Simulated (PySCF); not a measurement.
**[BNH4]− (SMILES [BH2-]N) at UCCSDT/STO-3G**

Aim: the energy change on altering one bond length of [BNH4]− at UCCSDT/STO-3G, from 2 runs. Input form: a Python script.

The calculation is run with PySCF 2.14.0.

7 further runs of the same task are left out: 7 set aside as unsound or not needed.

**1. The system as given**

[BNH4]−: 6 atoms, total charge -1, spin state doublet. SMILES: `[BH2-]N`. The shape is that of a GFN2-xTB optimisation.

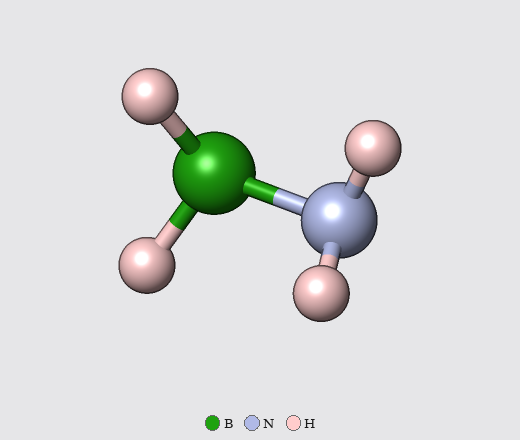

The structure, seen from a chosen angle (boron green, nitrogen light blue, hydrogen pink).

**2. The energy at UCCSDT/STO-3G**

calc.py

```python
from pyscf import gto, scf, cc

mol = gto.M(
    atom='''
B       -0.409200      -0.684370       0.181230
N       -0.175110       0.868880       0.098520
H        0.620240      -1.323070       0.573900
H       -0.807710      -1.131940      -0.915350
H        0.296220       1.134010      -0.776380
H        0.475560       1.136490       0.838070
''',
    verbose=4,
    charge=-1,
    spin=1,
    max_memory=1860,
    basis='sto-3g',
)

myscf = scf.UHF(mol)
myscf.conv_tol = 1e-10
myscf.kernel()
if not myscf.converged:
    myscf = myscf.newton().run(myscf.mo_coeff, myscf.mo_occ)

mycc = cc.CCSDT(myscf, frozen=2)
mycc.kernel()
e_tot = mycc.e_tot
print(f'total energy: {e_tot:.8f} hartree')
```

Command:

```bash
OMP_NUM_THREADS=1 python calc.py
```

Standard output:

```text
PySCF version 2.14.0

[INPUT] num. atoms = 6
[INPUT] num. electrons = 17
[INPUT] charge = -1
[INPUT] spin (= nelec alpha-beta = 2S) = 1
[INPUT] symmetry False subgroup None
[INPUT] Mole.unit = angstrom
[INPUT] Symbol           X                Y                Z      unit          X                Y                Z       unit  Magmom
[INPUT]  1 B     -0.409200000000  -0.684370000000   0.181230000000 AA   -0.773275930172  -1.293271867869   0.342475065555 Bohr   0.0
[INPUT]  2 N     -0.175110000000   0.868880000000   0.098520000000 AA   -0.330909941673   1.641945235112   0.186175817792 Bohr   0.0
[INPUT]  3 H      0.620240000000  -1.323070000000   0.573900000000 AA    1.172083731500  -2.500239943628   1.084513822888 Bohr   0.0
[INPUT]  4 H     -0.807710000000  -1.131940000000  -0.915350000000 AA   -1.526350688072  -2.139056589440  -1.729760808121 Bohr   0.0
[INPUT]  5 H      0.296220000000   1.134010000000  -0.776380000000 AA    0.559774672619   2.142968322518  -1.467145568590 Bohr   0.0
[INPUT]  6 H      0.475560000000   1.136490000000   0.838070000000 AA    0.898678155798   2.147654843307   1.583722773214 Bohr   0.0

nuclear repulsion = 30.1672177739543
number of shells = 10
number of NR pGTOs = 42
number of NR cGTOs = 14
basis = sto-3g
ecp = {}

******** <class 'pyscf.scf.uhf.UHF'> ********
method = UHF
initial guess = minao
damping factor = 0
level_shift factor = 0
DIIS = <class 'pyscf.scf.diis.CDIIS'>
diis_start_cycle = 1
diis_space = 8
diis_damp = 0
SCF conv_tol = 1e-10
SCF conv_tol_grad = None
SCF max_cycles = 50
direct_scf = True
direct_scf_tol = 1e-13
number electrons alpha = 9  beta = 8
Set gradient conv threshold to 1e-05
init E= -80.1530939078008
[... the frontier-level lines of each cycle are left out ...]

[... 45 lines left out ...]
converged SCF energy = -80.2093086721221  <S^2> = 0.7561477  2S+1 = 2.0061383
[... 13 lines left out ...]
_make_eris_incore_UCCSDT
blksize_o_aaa     7    blksize_v_aaa     6
blksize_o_aab     7    blksize_v_aab     6

WARN: A large `blksize_v_aaa` is being used, which may cause large memory consumption
      for storing contraction intermediates. If memory is sufficient, consider using
      `pyscf.cc.uccsdt_highm.UCCSDT` instead.

WARN: A large `blksize_v_aab` is being used, which may cause large memory consumption
      for storing contraction intermediates. If memory is sufficient, consider using
      `pyscf.cc.uccsdt_highm.UCCSDT` instead.

Approximate memory usage estimate
    T3 memory                 126 KB
    R3 memory                 126 KB
    ERIs memory               486 KB
    T1-ERIs memory            486 KB
    Intermediates memory      486 KB
    Block workspace           579 KB
Init t2, MP2 energy = -0.0752713115246977
Init E_corr(UCCSDT) = -0.0752713115258424
cycle =  1  E_corr(UCCSDT) = -0.094146166519  dE = -1.887485499343e-02  norm(d tamps) = 5.55952566e-02
cycle =  2  E_corr(UCCSDT) = -0.100812019078  dE = -6.665852558773e-03  norm(d tamps) = 2.34066282e-02
cycle =  3  E_corr(UCCSDT) = -0.105050238577  dE = -4.238219499326e-03  norm(d tamps) = 1.14587315e-02
cycle =  4  E_corr(UCCSDT) = -0.105336417919  dE = -2.861793414365e-04  norm(d tamps) = 3.50648351e-03
cycle =  5  E_corr(UCCSDT) = -0.105310209707  dE =  2.620821207577e-05  norm(d tamps) = 1.89905230e-03
cycle =  6  E_corr(UCCSDT) = -0.105322510839  dE = -1.230113269571e-05  norm(d tamps) = 5.58115287e-04
cycle =  7  E_corr(UCCSDT) = -0.105325122971  dE = -2.612131161400e-06  norm(d tamps) = 2.21849630e-04
cycle =  8  E_corr(UCCSDT) = -0.105326004586  dE = -8.816150097180e-07  norm(d tamps) = 1.01013648e-04
cycle =  9  E_corr(UCCSDT) = -0.105326578781  dE = -5.741958890720e-07  norm(d tamps) = 5.26123617e-05
cycle = 10  E_corr(UCCSDT) = -0.105326419910  dE =  1.588714609729e-07  norm(d tamps) = 1.98245933e-05
cycle = 11  E_corr(UCCSDT) = -0.105326125863  dE =  2.940470667512e-07  norm(d tamps) = 9.10630344e-06
cycle = 12  E_corr(UCCSDT) = -0.105325873880  dE =  2.519830427095e-07  norm(d tamps) = 3.83103422e-06
cycle = 13  E_corr(UCCSDT) = -0.105325718180  dE =  1.557002845959e-07  norm(d tamps) = 1.89580644e-06
cycle = 14  E_corr(UCCSDT) = -0.105325661516  dE =  5.666356736600e-08  norm(d tamps) = 8.74326079e-07
UCCSDT converged
E(UCCSDT) = -80.31463433363815   E_corr = -0.1053256615160688
E_corr(same-spin) = -0.00578374842948598
E_corr(oppo-spin) = -0.0995419130865828
total energy: -80.31463433 hartree
```

Run time: 1.6 s. Hardware: 1 thread of Arm Neoverse V1, shared host; peak memory 0.11 GiB.

**3. The distorted shape at the same level**

calc.py

```python
from pyscf import gto, cc

mol = gto.M(
    atom='''
B     -0.090381    -0.326301     1.058526
N      0.143709     1.226949     0.975816
H      0.939059    -0.965001     1.451196
H     -0.807710    -1.131940    -0.915350
H      0.615039     1.492079     0.100916
H      0.794379     1.494559     1.715366
''',
    verbose=3,
    max_memory=1860,
    basis='sto-3g',
    charge=-1,
    spin=1,
)

myscf = mol.UHF()
myscf.conv_tol = 1e-10
myscf.kernel()
if not myscf.converged:
    myscf = myscf.newton().run(myscf.mo_coeff, myscf.mo_occ)

mycc = cc.CCSDT(myscf, frozen=2)
mycc.kernel()
etot = mycc.e_tot
print('Final energy', etot)
```

Command:

```bash
OMP_NUM_THREADS=1 python calc.py
```

Standard output:

```text
converged SCF energy = -80.0371925248218  <S^2> = 1.0806528  2S+1 = 2.3070785
_make_eris_incore_UCCSDT

WARN: A large `blksize_v_aaa` is being used, which may cause large memory consumption
      for storing contraction intermediates. If memory is sufficient, consider using
      `pyscf.cc.uccsdt_highm.UCCSDT` instead.

WARN: A large `blksize_v_aab` is being used, which may cause large memory consumption
      for storing contraction intermediates. If memory is sufficient, consider using
      `pyscf.cc.uccsdt_highm.UCCSDT` instead.

UCCSDT converged
E(UCCSDT) = -80.16794928879956   E_corr = -0.1307567639777119
E_corr(same-spin) = -0.00717308432067809
E_corr(oppo-spin) = -0.123583679657034
Final energy -80.16794928879956
```

Run time: 2.5 s. Hardware: 1 thread of Arm Neoverse V1, shared host; peak memory 0.12 GiB.

**4. What came out**

At UCCSDT/STO-3G, 2 core orbitals frozen:

```
                                                                   quantity         value
                                                  first shape: total energy  -80.31463 Eh
    first shape: HOMO energy (Hartree–Fock orbitals) (highest over α and β)       3.27 eV
     first shape: LUMO energy (Hartree–Fock orbitals) (lowest over α and β)      19.36 eV
                   first shape: correlation energy (2 core orbitals frozen)    -105.3 mEh
                             first shape: ⟨S²⟩ of the reference determinant         0.756
                                                 first shape: T1 diagnostic         0.007
                                              distorted shape: total energy  -80.16795 Eh
distorted shape: HOMO energy (Hartree–Fock orbitals) (highest over α and β)       3.40 eV
 distorted shape: LUMO energy (Hartree–Fock orbitals) (lowest over α and β)      16.15 eV
               distorted shape: correlation energy (2 core orbitals frozen)    -130.8 mEh
                         distorted shape: ⟨S²⟩ of the reference determinant         1.081
                                             distorted shape: T1 diagnostic         0.088
          energy change with the B1–H4 bond stretched from 1.250 to 2.249 Å      3.992 eV
```

What this shows: With the B1–H4 bond stretched from 1.250 to 2.249 Å the energy rises by 3.99 eV (92 kcal/mol). The first shape isn't relaxed at this level, so the change isn't measured from a minimum. The minimal basis adds a large error of its own. Mulliken charges (first shape) of the mean-field density run from -0.51 on N2 to +0.05 on H6; they depend strongly on the basis. The HOMO (first shape) lies at positive energy, 3.27 eV: the electron is unbound at this level or held by a compact basis; values depend on the basis. ⟨S²⟩ (distorted shape) is 1.08 where a pure doublet has 0.75: the reference is spin-contaminated. The T1 diagnostic (distorted shape) of 0.088 is above the customary mark for such species, so a single reference may not serve. Mulliken charges (distorted shape) of the mean-field density run from -0.51 on N2 to +0.07 on H5.
